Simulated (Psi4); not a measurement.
# BNH4S (SMILES NBS): SCAN/def2-SVP (sweep point 8)

Aim: the vertical singlet–triplet gap of BNH4S at SCAN/def2-SVP (sweep point 8), from 2 runs. 

The results are computed with Psi4 1.11.

4 further runs of the same task are left out: 4 that didn't finish.

## 1. The molecule

BNH4S has 7 atoms, charge 0, and is taken as a singlet. SMILES: `NBS`. The shape is that of a PBE0-D4/def2-TZVP optimisation. This is one conformer, not always the lowest.

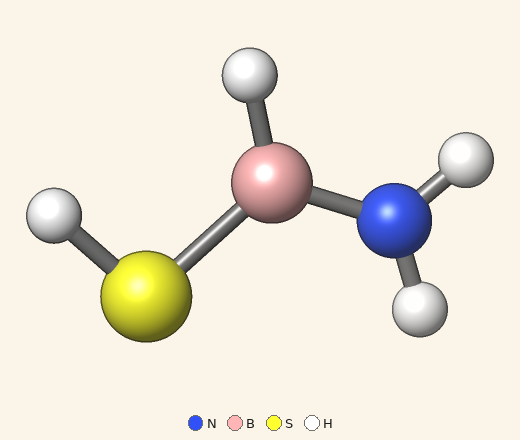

Viewed from a chosen angle; nitrogen blue, boron pink, sulfur yellow, hydrogen white.

## 2. The energy at SCAN/def2-SVP (sweep point 8)

Input file bh4ns.dat:

```
memory 1.6 GB

molecule geom {
  0 1
  N     -0.919200     0.393200    -0.612100
  B      0.157000     0.144300     0.234100
  S      1.088800    -1.407600     0.086000
  H     -1.235600    -0.240300    -1.326500
  H     -1.454400     1.241200    -0.555600
  H      0.466100     0.952200     1.056600
  H      1.958600    -1.151000     1.071800
  symmetry c1
}

set globals {
  basis                def2-SVP
  puream               true
  scf_type             pk
  dft_radial_points    99
  dft_spherical_points 590
}

energy_value = energy("scan")
print_variables()
```

Run with:

```sh
$ psi4 -i bh4ns.dat -o bh4ns.out -n 1
```

bh4ns.out:

```text
[...]
  Running in c1 symmetry.
[...]
  Nuclear repulsion =   89.580008286477721
[...]
  Multiplicity = 1
[...]
  Nalpha       = 16
  Nbeta        = 16
[...]
    Number of basis functions: 66
[...]
   @RKS iter   1:  -479.77419639083661   -1.03759e-01   1.19215e-02 DIIS/ADIIS
[...]
   @RKS iter   9:  -480.07576022787055   -3.40171e-08   3.69585e-07 DIIS
[...]
    Orbital Energies [Eh]
    ---------------------
    Doubly Occupied:
       1A    -88.490968     2A    -14.168486     3A     -7.844479
       4A     -6.643496     5A     -5.794905     6A     -5.790535
       7A     -5.787172     8A     -0.828988     9A     -0.686628
      10A     -0.487092    11A     -0.483590    12A     -0.371226
      13A     -0.363087    14A     -0.289597    15A     -0.276703
      16A     -0.222154
[...]
  @RKS Final Energy:  -480.07576022787055
   => Energetics <=
    Nuclear Repulsion Energy =             89.5800082864777210
    One-Electron Energy =                -837.8101425491408918
    Two-Electron Energy =                 306.3316281726381476
    DFT Exchange-Correlation Energy =     -38.1772541378455799
    Empirical Dispersion Energy =           0.0000000000000000
    VV10 Nonlocal Energy =                  0.0000000000000000
    Total Energy =                       -480.0757602278705463
[...]
 Multipole Moments:
 ------------------------------------------------------------------------------------
     Multipole            Electronic (a.u.)      Nuclear  (a.u.)        Total (a.u.)
 ------------------------------------------------------------------------------------
 L = 1.  Multiply by 2.5417464519 to convert [e a0] to [Debye]
 Dipole X            :          0.9450015           -1.4484414           -0.5034399
 Dipole Y            :         -1.8487957            2.2905783            0.4417826
 Dipole Z            :         -0.3314425            0.1501570           -0.1812855
 Magnitude           :                                                    0.6938934
[...]
```

It took 13 s on 1 thread of Intel Xeon 6975P-C (Granite Rapids), shared host; peak memory 1.1 GiB.

## 3. The triplet, same level

Input file calc.dat:

```
memory 1600 MB

molecule {
  0 3
  N     -0.919200     0.393200    -0.612100
  B      0.157000     0.144300     0.234100
  S      1.088800    -1.407600     0.086000
  H     -1.235600    -0.240300    -1.326500
  H     -1.454400     1.241200    -0.555600
  H      0.466100     0.952200     1.056600
  H      1.958600    -1.151000     1.071800
  symmetry c1
}

set {
  basis                def2-SVP
  reference            uks
  puream               true
  scf_type             pk
  dft_radial_points    99
  dft_spherical_points 590
  maxiter              150
}

result, w = energy("scan", return_wfn=True)
```

Run with:

```sh
$ psi4 -i calc.dat -o calc.out -n 1
```

calc.out:

```text
[...]
  Running in c1 symmetry.
[...]
  Nuclear repulsion =   89.580008286477721
[...]
  Multiplicity = 3
[...]
  Nalpha       = 17
  Nbeta        = 15
[...]
    Number of basis functions: 66
[...]
   @UKS iter   1:  -479.43635028923342    2.34087e-01   1.33369e-02 ADIIS/DIIS
[...]
   @UKS iter  14:  -479.87235772012821   -3.79447e-09   2.19780e-07 DIIS
[...]
   @S^2 Observed:                2.009228392E+00
[...]
    Orbital Energies [Eh]
    ---------------------
    Alpha Occupied:
       1A    -88.542907     2A    -14.212863     3A     -7.892981
       4A     -6.579164     5A     -5.843433     6A     -5.841752
       7A     -5.836324     8A     -0.866439     9A     -0.724269
      10A     -0.511263    11A     -0.500189    12A     -0.398011
      13A     -0.357943    14A     -0.341449    15A     -0.283714
      16A     -0.269226    17A     -0.027923
    Alpha Virtual:
      18A      0.005107    19A      0.061340    20A      0.095512
      21A      0.126883    22A      0.181277    23A      0.212644
      24A      0.244914    25A      0.299291    26A      0.311685
[...]
  @UKS Final Energy:  -479.87235772012821
   => Energetics <=
    Nuclear Repulsion Energy =             89.5800082864777210
    One-Electron Energy =                -836.9741020299202319
    Two-Electron Energy =                 305.6763575940210558
    DFT Exchange-Correlation Energy =     -38.1546215707068015
    Empirical Dispersion Energy =           0.0000000000000000
    VV10 Nonlocal Energy =                  0.0000000000000000
    Total Energy =                       -479.8723577201282069
[...]
 Multipole Moments:
 ------------------------------------------------------------------------------------
     Multipole            Electronic (a.u.)      Nuclear  (a.u.)        Total (a.u.)
 ------------------------------------------------------------------------------------
 L = 1.  Multiply by 2.5417464519 to convert [e a0] to [Debye]
 Dipole X            :          0.9074885           -1.4484414           -0.5409529
 Dipole Y            :         -2.5265995            2.2905783           -0.2360212
 Dipole Z            :         -0.8134052            0.1501570           -0.6632482
 Magnitude           :                                                    0.8878255
[...]
```

It took 27 s on 1 thread of Intel Xeon 6975P-C (Granite Rapids), shared host; peak memory 1.1 GiB.

## 4. Outcome

Level: SCAN/def2-SVP (sweep point 8).

```
                                        quantity          value
                           singlet: total energy  -480.07576 Eh
                          singlet: dipole moment         1.76 D
                            singlet: HOMO energy       -6.05 eV
                            singlet: LUMO energy        0.18 eV
                          singlet: HOMO–LUMO gap        6.22 eV
                           triplet: total energy  -479.87236 Eh
                          triplet: dipole moment         2.26 D
     triplet: HOMO energy (highest over α and β)       -0.76 eV
                                   triplet: ⟨S²⟩          2.009
vertical energy of the triplet above the singlet       5.535 eV
```

**Reading.** At this shape the triplet lies 5.53 eV (534 kJ/mol) above the singlet.
